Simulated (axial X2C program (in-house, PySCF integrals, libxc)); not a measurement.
# All-electron X2C curves of RuCl⁺

What are the state, bond length, wavenumber and bond energy of RuCl⁺, and what does spin–orbit coupling change?

Computed with an in-house X2C program for linear molecules on PySCF integrals. Level: all-electron X2C, Ru dyall-cv3z, Cl dyall-av3z.

All values are calculated.

### 1 Set-up

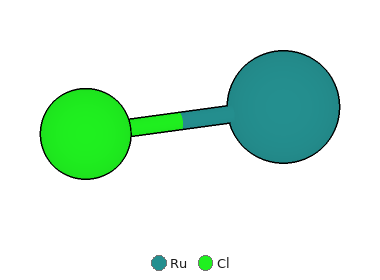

The two atoms at 2.240 Å (ruthenium teal, chlorine green).

Contents of task.json:

```json
{
 "zs": [
  44,
  17
 ],
 "q": 1,
 "bas": [
  "dyall-cv3z",
  "dyall-av3z"
 ],
 "levels": [
  "PBE0",
  "HF",
  "BP86"
 ],
 "cc": true,
 "r0": 2.24,
 "thr": -2.0,
 "nmax": 90,
 "npts": 10,
 "nst": 2,
 "ntry": 6
}
```

Keys: zs atomic numbers; q charge; bas basis sets; levels methods (HF also brings MP2); cc coupled cluster on or off; r0 starting distance in Å; thr threshold in hartree for freezing inner shells (an s shell follows its p shell); nmax most natural virtual spinors; npts points asked for on the curve; nst determinants followed; ntry starts of the search.

Launch:

```console
$ python so2c.py task.json out
```

Spin-free means the one-electron spin-free X2C Hamiltonian; two-component (2c) means X2C with spin–orbit coupling and atomic mean-field two-electron Coulomb and Gaunt terms. Basis: Ru dyall-cv3z contracted to [12s12p8d5f3g], Cl dyall-av3z contracted to [9s8p3d2f]; Gaussian nuclei, density fitting. Masses: Ru 101.904 u, Cl 34.969 u.

Notation: σ, π±, δ± give the projection m of an orbital's angular momentum (0, ±1, ±2), α and β its spin, Λ and M_S the sums; ω is the projection of a spinor's total angular momentum and Ω the sum. Logs are in hartree.

The results follow Hamiltonian by Hamiltonian and level by level.

### 2 State search with PBE0

PBE0 moves the distance from 2.240 Å to 2.150 Å and compares determinants there.

Spin-free determinants:

```csv
ΔE (eV),state,open shells
0.00,"M_S = 2, Λ = 2","beyond closed shells: σα, π+α, π-α, δ+α, δ+β, δ-α"
0.42,"M_S = 2, Λ = 1","beyond closed shells: σα, π+α, π+β, π-α, δ+α, δ-α"
0.75,"M_S = 2, Λ = 0","beyond closed shells: π+α, π-α, δ+α, δ-α"
0.94,"M_S = 1, Λ = 2","beyond closed shells: σβ, π+α, π-α, δ+α, δ+β, δ-α"
1.24,"M_S = 1, Λ = 3","beyond closed shells: π+α, π+β, π-α, δ+α, δ+β, δ-α"
1.27,"M_S = 1, Λ = 0","beyond closed shells: π+α, π-α"
1.35,"M_S = 1, Λ = 2","beyond closed shells: σα, π+β, π-α, δ+α, δ+β, δ-α"
```

Two-component determinants:

```json
{"ΔE (eV)": "0.00", "state": "Ω = 4", "open shells": "excess of +ω over −ω: ω = 3/2, ω = 5/2"}
{"ΔE (eV)": "0.48", "state": "Ω = 3", "open shells": "excess of +ω over −ω: ω = 1/2, ω = 5/2"}
{"ΔE (eV)": "0.60", "state": "Ω = 1", "open shells": "excess of +ω over −ω: ω = -3/2, ω = 5/2"}
{"ΔE (eV)": "0.88", "state": "Ω = 2", "open shells": "excess of +ω over −ω: ω = -1/2, ω = 5/2"}
{"ΔE (eV)": "0.95", "state": "Ω = 3", "open shells": "excess of +ω over −ω: 2 × ω = -1/2, ω = 3/2, ω = 5/2"}
{"ΔE (eV)": "1.18", "state": "Ω = 1", "open shells": "excess of +ω over −ω: 2 × ω = 1/2"}
{"ΔE (eV)": "1.35", "state": "Ω = 5", "open shells": "excess of +ω over −ω: 2 × ω = 1/2, ω = 3/2, ω = 5/2"}
```

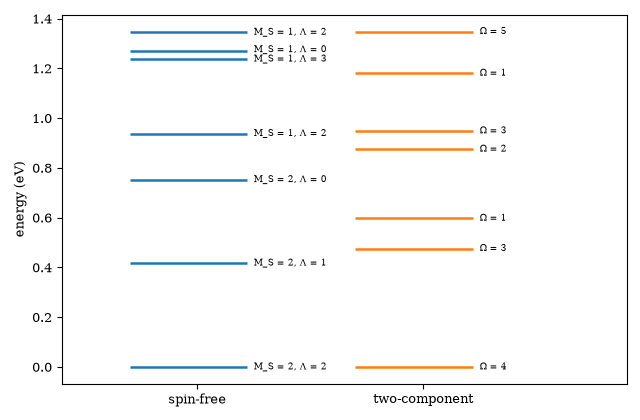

The determinants found, each set from its own lowest.

### 3 PBE0, spin-free

State followed: M_S = 2, Λ = 2 (beyond closed shells: σα, π+α, π-α, δ+α, δ+β, δ-α). The scan is laid around 2.150 Å, a first estimate of the minimum, and this SCF restarts from the orbitals of the search.

The SCF at the reference distance of 2.150 Å:

```text
spin-free X2C-1e  PBE0
basis functions 212  fitting functions 979  grid points 5082
iter        total energy     max residual
   1      -4991.322543330     6.64e-05
   2      -4991.322543344     3.35e-05
   3      -4991.322543346     2.90e-05
   4      -4991.322543351     1.21e-05
converged
one-electron -7233.83431717  Coulomb 2220.93965877  exact exchange -39.98283254  xc functional -122.54949602  nuclear repulsion 184.10444361
```

Along the bond, energies from the lowest point:

| R (Å) | E (eV) | μ (D) | HOMO (eV) | LUMO (eV) | iterations |
| --- | --- | --- | --- | --- | --- |
| 2.021 | 0.1871 | -3.00 | -13.70 | -9.98 | 30 |
| 2.086 | 0.0403 | -3.28 | -13.76 | -10.09 | 30 |
| 2.150 | 0.0000 | -3.55 | -13.83 | -10.20 | 4 |
| 2.225 | 0.0544 | -3.86 | -13.92 | -10.32 | 32 |
| 2.300 | 0.1886 | -4.15 | -14.01 | -10.44 | 31 |
| 2.397 | 0.4403 | -4.50 | -14.12 | -10.58 | 34 |

Dipoles are positive if Cl is the positive end and refer to the centre of mass.

Outer orbitals at the reference distance:

| symmetry | occupied | ε (eV) | atomic character |
| --- | --- | --- | --- |
| σα | yes | -29.26 | 75% Cl s, 10% Ru d, 7% Ru p |
| σβ | yes | -28.58 | 74% Cl s, 10% Ru d, 8% Ru p |
| σα | yes | -18.45 | 50% Ru d, 43% Cl p, 4% Cl s |
| π-α | yes | -17.61 | 71% Ru d, 26% Cl p |
| π+α | yes | -17.61 | 71% Ru d, 26% Cl p |
| σβ | yes | -17.01 | 68% Cl p, 22% Ru d, 4% Cl s |
| δ+α | yes | -16.16 | 100% Ru d |
| δ-α | yes | -16.16 | 100% Ru d |
| π+β | yes | -15.49 | 69% Cl p, 24% Ru d, 3% Ru f |
| π-β | yes | -15.47 | 71% Cl p, 22% Ru d, 3% Ru f |
| π-α | yes | -14.76 | 62% Cl p, 28% Ru d, 4% Ru f |
| π+α | yes | -14.76 | 62% Cl p, 28% Ru d, 4% Ru f |
| σα | yes | -14.57 | 40% Cl p, 39% Ru d, 17% Ru s |
| δ+β | yes | -13.83 | 99% Ru d |
| π+β | no | -10.20 | 74% Ru d, 18% Cl p, 3% Cl d |
| δ-β | no | -10.07 | 99% Ru d |
| π-β | no | -10.06 | 76% Ru d, 16% Cl p, 3% Cl d |
| σβ | no | -10.06 | 61% Ru d, 18% Ru s, 16% Cl p |

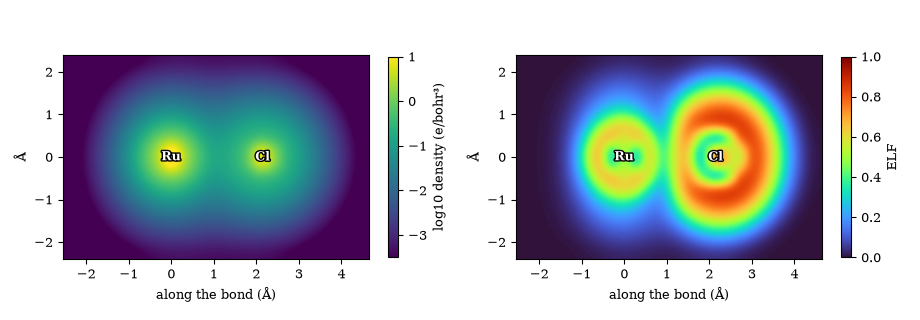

PBE0 fields in a plane through the axis, from a grid of 0.3 Å; Ru lies at z = 0 and Cl at z = 2.150 Å; the ELF is damped to zero where the density is low.

Re = 2.147 Å, ωe = 454 cm⁻¹, ωexe = 1.24 cm⁻¹, Be = 0.1405 cm⁻¹, De = 3.02 eV, μ = -3.54 D.

### 4 HF, spin-free

The SCF at the reference distance of 2.150 Å:

```text
spin-free X2C-1e  HF
basis functions 212  fitting functions 979  grid points 5082
iter        total energy     max residual
   1      -4988.721544934     4.45e-01
   2      -4988.758976500     1.56e-02
   3      -4988.764123072     8.52e-02
   4      -4988.765978857     1.57e-02
   5      -4988.766279205     4.67e-03
   6      -4988.766345195     4.20e-03
   7      -4988.766360888     9.31e-04
   8      -4988.766363660     3.29e-04
   9      -4988.766364363     3.63e-04
  10      -4988.766364538     8.06e-05
  11      -4988.766364572     3.32e-05
  12      -4988.766364578     2.40e-05
  13      -4988.766364578     4.23e-06
  14      -4988.766364578     1.55e-06
converged
one-electron -7232.18591799  Coulomb 2219.40361097  exact exchange -160.08850118  xc functional 0.00000000  nuclear repulsion 184.10444361
```

No constants are quoted: too few points lie around the minimum for a second fit to confirm the first.

### 5 BP86, spin-free

The SCF at the reference distance of 2.150 Å:

```text
spin-free X2C-1e  BP86
basis functions 212  fitting functions 979  grid points 5082
iter        total energy     max residual
   1      -4992.400932068     1.95e-01
   2      -4992.404802331     1.26e-01
   3      -4992.407795228     3.21e-02
   4      -4992.407948770     8.39e-03
   5      -4992.408050907     4.10e-03
   6      -4992.408059735     1.28e-03
   7      -4992.408060420     8.00e-05
   8      -4992.408060444     1.07e-04
   9      -4992.408060463     1.16e-05
  10      -4992.408060463     5.92e-06
converged
one-electron -7234.07163515  Coulomb 2221.15101323  exact exchange 0.00000000  xc functional -163.59188216  nuclear repulsion 184.10444361
```

Re = 2.153 Å, ωe = 437 cm⁻¹, ωexe = 1.44 cm⁻¹, Be = 0.1396 cm⁻¹, De = 3.43 eV, μ = -2.64 D.

### 6 Correlated methods, spin-free

Correlated methods: 14 electrons correlated (frozen shells, counted by type: Ru 4 s, 3 p, 1 d; Cl 2 s, 1 p), 290 virtual spinors in MP2, 90 natural virtuals in coupled cluster.

Output of the correlated part at 2.150 Å:

```text
correlated 14  virtual 290  natural virtual 90  E(MP2) -0.370168086  MP2 remainder -0.026550945
iter   CCSD correlation   residual
   1     -0.352155221   1.29e-01
   2     -0.359530646   6.63e-02
   3     -0.363811182   3.33e-02
   4     -0.364447887   1.52e-02
   5     -0.364729783   5.68e-03
   6     -0.364785592   2.19e-03
   7     -0.364786543   9.74e-04
   8     -0.364798247   5.14e-04
   9     -0.364788547   2.64e-04
  10     -0.364791082   1.06e-04
  11     -0.364789084   4.75e-05
  12     -0.364789457   2.19e-05
  13     -0.364789342   1.04e-05
  14     -0.364789220   5.71e-06
  15     -0.364789151   2.97e-06
  16     -0.364789108   1.39e-06
  17     -0.364789092   6.82e-07
(T) -0.015887025  T1 0.0458  D1 0.1116  max T2 0.046
```

T1 in the output is the amplitude norm over the root of the electron number; divide by √2 for the Lee–Taylor value.

MP2: Re = 2.145 Å, ωe = 455 cm⁻¹, Be = 0.1408 cm⁻¹, De = 2.62 eV.

CCSD: Re = 2.163 Å, ωe = 452 cm⁻¹, ωexe = 1.08 cm⁻¹, Be = 0.1384 cm⁻¹, De = 2.50 eV. T1 at Re = 0.033 (Lee–Taylor, the printed value over √2).

CCSD(T): Re = 2.160 Å, ωe = 452 cm⁻¹, ωexe = 1.1 cm⁻¹, Be = 0.1387 cm⁻¹, De = 2.62 eV. T1 at Re = 0.032 (Lee–Taylor, the printed value over √2).

### 7 A higher determinant, spin-free

State: M_S = 2, Λ = 1 (beyond closed shells: σα, π+α, π+β, π-α, δ+α, δ-α).

Output at the reference distance:

```text
spin-free X2C-1e  PBE0
basis functions 212  fitting functions 979  grid points 5082
iter        total energy     max residual
   1      -4991.307205058     8.33e-05
   2      -4991.307205079     8.06e-05
   3      -4991.307205131     5.79e-05
   4      -4991.307205137     4.30e-05
   5      -4991.307205153     5.37e-06
   6      -4991.307205154     3.95e-06
converged
one-electron -7233.24401766  Coulomb 2220.36887895  exact exchange -39.98435158  xc functional -122.55215848  nuclear repulsion 184.10444361
```

```
R (Å)  E above the lowest PBE0 point (eV)
2.021                               0.741
2.086                               0.520
2.150                               0.417
2.225                               0.410
2.300                               0.492
2.397                               0.685
```

Re = 2.192 Å, ωe = 435 cm⁻¹, ωexe = 1.41 cm⁻¹, Be = 0.1348 cm⁻¹, μ = -3.93 D. Te = 0.40 eV.

### 8 The spin-free curves together

Energy (eV) of the followed determinant, spin-free, from each level's lowest point:

| R (Å) | PBE0 | HF | MP2 | CCSD | CCSD(T) | BP86 |
| --- | --- | --- | --- | --- | --- | --- |
| 2.021 | 0.187 | 0.528 | 0.179 | 0.238 | 0.230 | 0.196 |
| 2.086 | 0.040 | 0.235 | 0.037 | 0.063 | 0.060 | 0.047 |
| 2.150 | 0.000 | 0.068 | 0.000 | 0.000 | 0.000 | 0.000 |
| 2.225 | 0.054 | 0.000 | 0.057 | 0.034 | 0.036 | 0.042 |
| 2.300 | 0.189 | 0.035 | 0.196 | 0.154 | 0.158 | 0.159 |
| 2.397 | 0.440 | 0.190 | 0.458 | 0.397 | 0.401 | 0.380 |

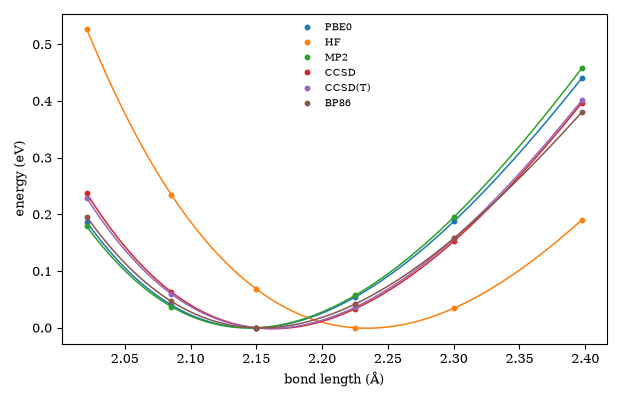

Curves of the followed state, spin-free, each from its own lowest point.

### 9 PBE0, 2c

State followed: Ω = 4 (excess of +ω over −ω: ω = 3/2, ω = 5/2). The scan is laid around 2.150 Å, a first estimate of the minimum, and this SCF restarts from the orbitals of the search.

Output at 2.150 Å:

```text
two-component X2C + atomic mean field  PBE0
basis functions 212  fitting functions 979  grid points 5082
iter        total energy     max residual
   1      -4989.413678096     4.82e-06
   2      -4989.413678096     4.16e-06
converged
one-electron -7228.68857092  Coulomb 2219.93462114  exact exchange -39.96208272  xc functional -122.48805678  nuclear repulsion 184.10444361  atomic mean-field constant -2.31403243
```

Along the bond, energies from the lowest point:

```
R (Å)  E (eV)  μ (D)  HOMO (eV)  LUMO (eV)  iterations
2.021  0.1888  -3.01     -13.81     -10.03          35
2.086  0.0410  -3.29     -13.88     -10.14          34
2.150  0.0000  -3.56     -13.95     -10.25           2
2.225  0.0537  -3.86     -14.04     -10.37          37
2.300  0.1873  -4.16     -14.13     -10.49          35
2.397  0.4383  -4.51     -14.23     -10.63          37
```

Dipoles are positive if Cl is the positive end and refer to the centre of mass.

Outer spinors at the reference distance:

| ω | occupied | ε (eV) | atomic character | λ mixture |
| --- | --- | --- | --- | --- |
| 1/2 | yes | -29.25 | 75% Cl s, 10% Ru d, 7% Ru p | 100% σ |
| -1/2 | yes | -28.58 | 74% Cl s, 10% Ru d, 8% Ru p | 100% σ |
| 1/2 | yes | -18.44 | 50% Ru d, 43% Cl p, 4% Cl s | 100% σ |
| -1/2 | yes | -17.66 | 72% Ru d, 25% Cl p | 99% π, 1% σ |
| 3/2 | yes | -17.55 | 71% Ru d, 26% Cl p | 100% π |
| -1/2 | yes | -17.01 | 68% Cl p, 22% Ru d, 4% Cl s | 99% σ, 1% π |
| -3/2 | yes | -16.30 | 99% Ru d | 99% δ, 1% π |
| 5/2 | yes | -16.02 | 100% Ru d | 100% δ |
| 1/2 | yes | -15.54 | 69% Cl p, 24% Ru d, 3% Ru f | 99% π, 1% σ |
| -3/2 | yes | -15.42 | 70% Cl p, 22% Ru d, 3% Ru f | 99% π, 1% δ |
| -1/2 | yes | -14.80 | 62% Cl p, 28% Ru d, 4% Ru f | 100% π |
| 3/2 | yes | -14.70 | 61% Cl p, 30% Ru d, 4% Ru f | 99% π, 1% δ |
| 1/2 | yes | -14.55 | 40% Cl p, 38% Ru d, 16% Ru s | 99% σ, 1% π |
| 3/2 | yes | -13.95 | 99% Ru d | 99% δ, 1% π |
| 1/2 | no | -10.25 | 74% Ru d, 18% Cl p, 3% Cl d | 99% π, 1% σ |
| -1/2 | no | -10.05 | 61% Ru d, 18% Ru s, 16% Cl p | 100% σ |
| -3/2 | no | -9.99 | 76% Ru d, 16% Cl p, 3% Cl d | 100% π |
| -5/2 | no | -9.95 | 99% Ru d | 100% δ |

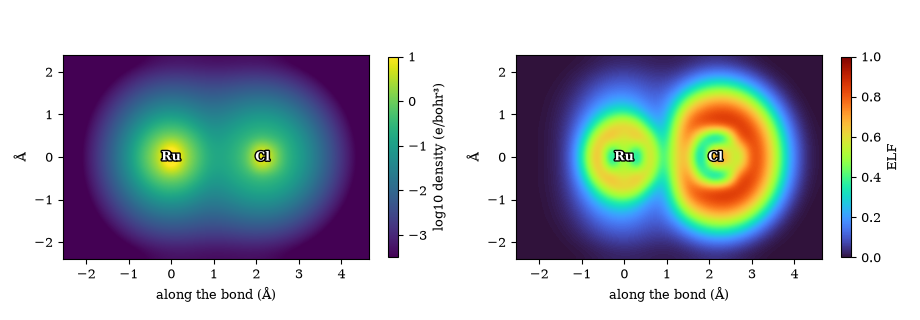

PBE0 fields in a plane through the axis, from a grid of 0.3 Å; Ru lies at z = 0 and Cl at z = 2.150 Å; the ELF is damped to zero where the density is low.

Re = 2.147 Å, ωe = 454 cm⁻¹, ωexe = 1.24 cm⁻¹, Be = 0.1404 cm⁻¹, De = 3.02 eV, μ = -3.55 D.

### 10 HF, 2c

The SCF at the reference distance of 2.150 Å:

```text
two-component X2C + atomic mean field  HF
basis functions 212  fitting functions 979  grid points 5082
iter        total energy     max residual
   1      -4986.811869489     4.46e-01
   2      -4986.849287720     1.55e-02
   3      -4986.854410418     8.49e-02
   4      -4986.856258208     1.57e-02
   5      -4986.856561915     4.72e-03
   6      -4986.856630814     4.32e-03
   7      -4986.856648460     9.87e-04
   8      -4986.856652332     4.24e-04
   9      -4986.856653857     5.70e-04
  10      -4986.856654676     2.04e-04
  11      -4986.856655195     1.25e-04
  12      -4986.856655571     2.40e-04
  13      -4986.856655809     1.58e-04
  14      -4986.856655920     3.17e-05
  15      -4986.856655955     3.20e-05
  16      -4986.856655964     2.39e-05
  17      -4986.856655967     6.85e-06
  18      -4986.856655969     7.75e-06
  19      -4986.856655969     7.01e-06
  20      -4986.856655969     1.97e-06
converged
one-electron -7227.04667459  Coulomb 2218.40480485  exact exchange -160.00519741  xc functional 0.00000000  nuclear repulsion 184.10444361  atomic mean-field constant -2.31403243
```

No constants are quoted: too few points lie around the minimum for a second fit to confirm the first.

### 11 BP86, 2c

The SCF at the reference distance of 2.150 Å:

```text
two-component X2C + atomic mean field  BP86
basis functions 212  fitting functions 979  grid points 5082
iter        total energy     max residual
   1      -4990.491859593     1.96e-01
   2      -4990.495732195     1.27e-01
   3      -4990.498727822     3.08e-02
   4      -4990.498873188     8.41e-03
   5      -4990.498975717     3.97e-03
   6      -4990.498983981     1.24e-03
   7      -4990.498984660     7.60e-05
   8      -4990.498984683     1.06e-04
   9      -4990.498984702     1.14e-05
  10      -4990.498984703     6.13e-06
converged
one-electron -7228.92391479  Coulomb 2220.14403986  exact exchange 0.00000000  xc functional -163.50952095  nuclear repulsion 184.10444361  atomic mean-field constant -2.31403243
```

Re = 2.154 Å, ωe = 436 cm⁻¹, ωexe = 1.44 cm⁻¹, Be = 0.1396 cm⁻¹, De = 3.52 eV, μ = -2.64 D.

### 12 Correlated methods, 2c

Correlated methods: 14 electrons correlated (frozen shells, counted by type: Ru 4 s, 3 p, 1 d; Cl 2 s, 1 p), 290 virtual spinors in MP2, 90 natural virtuals in coupled cluster.

Output of the correlated part at 2.150 Å:

```text
correlated 14  virtual 290  natural virtual 90  E(MP2) -0.370250129  MP2 remainder -0.026543805
iter   CCSD correlation   residual
   1     -0.352274767   1.29e-01
   2     -0.359635809   6.61e-02
   3     -0.363903152   3.32e-02
   4     -0.364538996   1.52e-02
   5     -0.364821935   5.71e-03
   6     -0.364878728   2.25e-03
   7     -0.364880183   1.05e-03
   8     -0.364893099   5.93e-04
   9     -0.364882747   3.43e-04
  10     -0.364886189   1.91e-04
  11     -0.364883425   1.31e-04
  12     -0.364884831   9.76e-05
  13     -0.364884919   6.65e-05
  14     -0.364884850   3.69e-05
  15     -0.364884882   1.84e-05
  16     -0.364884769   1.01e-05
  17     -0.364884678   6.54e-06
  18     -0.364884640   4.17e-06
  19     -0.364884569   2.27e-06
  20     -0.364884597   1.37e-06
  21     -0.364884593   8.71e-07
(T) -0.015874100  T1 0.0457  D1 0.1116  max T2 0.046
```

MP2: Re = 2.146 Å, ωe = 455 cm⁻¹, Be = 0.1407 cm⁻¹, De = 2.58 eV.

CCSD: Re = 2.163 Å, ωe = 452 cm⁻¹, ωexe = 1.08 cm⁻¹, Be = 0.1384 cm⁻¹, De = 2.46 eV. T1 at Re = 0.032 (Lee–Taylor, the printed value over √2).

CCSD(T): Re = 2.161 Å, ωe = 451 cm⁻¹, ωexe = 1.1 cm⁻¹, Be = 0.1386 cm⁻¹, De = 2.58 eV. T1 at Re = 0.032 (Lee–Taylor, the printed value over √2).

### 13 A higher determinant, 2c

State: Ω = 3 (excess of +ω over −ω: ω = 1/2, ω = 5/2).

Output at the reference distance:

```text
two-component X2C + atomic mean field  PBE0
basis functions 212  fitting functions 979  grid points 5082
iter        total energy     max residual
   1      -4989.396175955     3.44e-05
   2      -4989.396175974     2.63e-05
   3      -4989.396175991     1.05e-05
   4      -4989.396175993     4.49e-06
converged
one-electron -7228.06900915  Coulomb 2219.33477329  exact exchange -39.96314830  xc functional -122.48920301  nuclear repulsion 184.10444361  atomic mean-field constant -2.31403243
```

```csv
R (Å),E above the lowest PBE0 point (eV)
2.021,0.798
2.086,0.578
2.150,0.476
2.225,0.470
2.300,0.553
2.397,0.747
```

Re = 2.191 Å, ωe = 435 cm⁻¹, ωexe = 1.4 cm⁻¹, Be = 0.1349 cm⁻¹, μ = -3.93 D. Te = 0.46 eV.

### 14 The 2c curves together

Energy (eV) of the followed determinant, 2c, from each level's lowest point:

```csv
R (Å),PBE0,HF,MP2,CCSD,CCSD(T),BP86
2.021,0.189,0.530,0.182,0.240,0.232,0.198
2.086,0.041,0.236,0.038,0.064,0.061,0.047
2.150,0.000,0.069,0.000,0.000,0.000,0.000
2.225,0.054,0.000,0.056,0.033,0.036,0.041
2.300,0.187,0.034,0.194,0.152,0.156,0.157
2.397,0.438,0.189,0.455,0.394,0.399,0.378
```

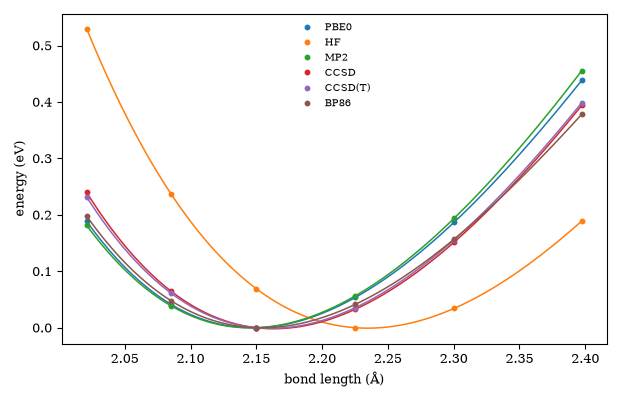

Curves of the followed state, 2c, each from its own lowest point.

Time for the job: 4.4 min (1 thread of Arm Neoverse V1, shared host); peak memory 0.92 GiB.

### 15 Results

Lowest determinant that the search found at its distance, spin-free: M_S = 2, Λ = 2 (beyond closed shells: σα, π+α, π-α, δ+α, δ+β, δ-α).

Lowest determinant that the search found at its distance, 2c: Ω = 4 (excess of +ω over −ω: ω = 3/2, ω = 5/2).

```json
{"Hamiltonian": "spin-free", "level": "PBE0", "Re (Å)": "2.147", "ωe (cm⁻¹)": "454", "De (eV)": "3.02", "μ (D)": "-3.54"}
{"Hamiltonian": "spin-free", "level": "MP2", "Re (Å)": "2.145", "ωe (cm⁻¹)": "455", "De (eV)": "2.62", "μ (D)": "n/a"}
{"Hamiltonian": "spin-free", "level": "CCSD", "Re (Å)": "2.163", "ωe (cm⁻¹)": "452", "De (eV)": "2.50", "μ (D)": "n/a"}
{"Hamiltonian": "spin-free", "level": "CCSD(T)", "Re (Å)": "2.160", "ωe (cm⁻¹)": "452", "De (eV)": "2.62", "μ (D)": "n/a"}
{"Hamiltonian": "spin-free", "level": "BP86", "Re (Å)": "2.153", "ωe (cm⁻¹)": "437", "De (eV)": "3.43", "μ (D)": "-2.64"}
{"Hamiltonian": "2c", "level": "PBE0", "Re (Å)": "2.147", "ωe (cm⁻¹)": "454", "De (eV)": "3.02", "μ (D)": "-3.55"}
{"Hamiltonian": "2c", "level": "MP2", "Re (Å)": "2.146", "ωe (cm⁻¹)": "455", "De (eV)": "2.58", "μ (D)": "n/a"}
{"Hamiltonian": "2c", "level": "CCSD", "Re (Å)": "2.163", "ωe (cm⁻¹)": "452", "De (eV)": "2.46", "μ (D)": "n/a"}
{"Hamiltonian": "2c", "level": "CCSD(T)", "Re (Å)": "2.161", "ωe (cm⁻¹)": "451", "De (eV)": "2.58", "μ (D)": "n/a"}
{"Hamiltonian": "2c", "level": "BP86", "Re (Å)": "2.154", "ωe (cm⁻¹)": "436", "De (eV)": "3.52", "μ (D)": "-2.64"}
```

Dipoles are positive if Cl is the positive end and refer to the centre of mass. No constants: spin-free HF (too few points lie around the minimum for a second fit to confirm the first); 2c HF (too few points lie around the minimum for a second fit to confirm the first).

Time per point (s) on 1 thread of Arm Neoverse V1, shared host (2c runs; CCSD comes with the CCSD(T) run); the times are rough: PBE0 2.1, MP2 2.3, CCSD(T) 9.3, BP86 0.97.

**Reading.** At CCSD(T), going from spin-free to two-component changes Re by +1 mÅ, ωe by 0.0 %, which is small (part of it comes from the scalar share of the two-electron terms). De moves by -0.04 eV; both De rest on single-determinant atoms, which can miss part of an open shell's spin–orbit lowering.

De refers to Ru+ + Cl, each in the lowest determinant found, which need not be this curve's own limit. Each curve is one determinant whose occupation by symmetry is held fixed; it was picked as the lowest of a PBE0 search that is not exhaustive. Dissociation energies refer to the lowest single-determinant-based atoms at the same level and basis. Density functionals use the spin component along the axis (collinear). CCSD and (T) use frozen natural virtuals with an MP2 correction for the truncation. With several unpaired electrons one determinant need not be a pure state. T1 at Re is 0.033 (Lee–Taylor), above the customary mark of 0.02.
